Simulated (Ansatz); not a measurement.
**Fields on a plane of PbSe (rock salt)**

```
CELL_PARAMETERS angstrom
      0.00000     3.10883     3.10883
      3.10883     0.00000     3.10883
      3.10883     3.10883     0.00000
ATOMIC_POSITIONS crystal
  Se 0.00000 0.00000 0.00000
  Pb 0.50000 0.50000 0.50000
```

The slice is a {111} plane (indices of the conventional cell) through the point (0.500, 0.500, 0.500) (fractional), spanned by u = [100] and v = [-1 2 0] in vectors of this cell: u (4.40 Å) and v (7.62 Å, at 90° to u). It covers one period; positions are fractions (u, v).

Atoms on it: Pb at (0.00, 0.00); Pb at (0.50, 0.50).

Computed with PBE (plane waves to 420 eV, PAW, scalar-relativistic; Ansatz, a first-principles code). k mesh 9×9×9. These are valence fields of a PAW run, semicore shells included where kept as valence: close to a nucleus they are smooth pseudo fields. PbSe was relaxed with its symmetry unable to fall. Spin-orbit coupling is left out, though Pb is heavy. The PAW data are Ansatz's earlier set.

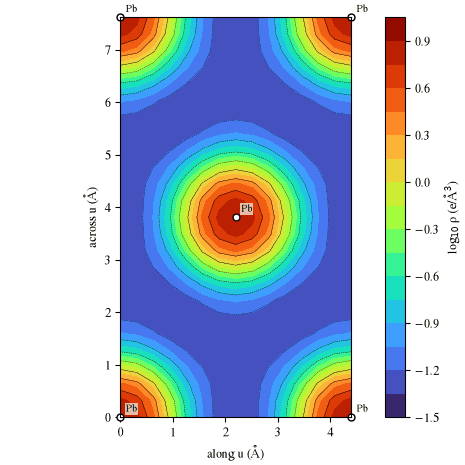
Figure. Log₁₀ of the valence density in e/Å³, one period of the plane, atoms marked. The scale is logarithmic, as a density can span decades between atoms and voids.

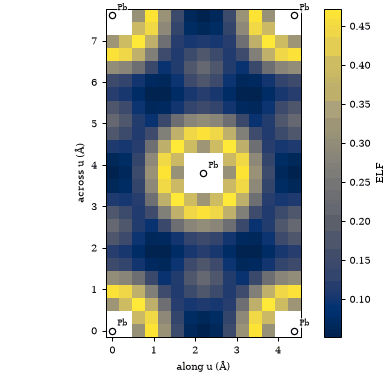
Figure: Electron localisation function (ELF), one period of the plane, atoms marked. Points within 0.5 Å of a nucleus are left white, as the pseudised field means little there.
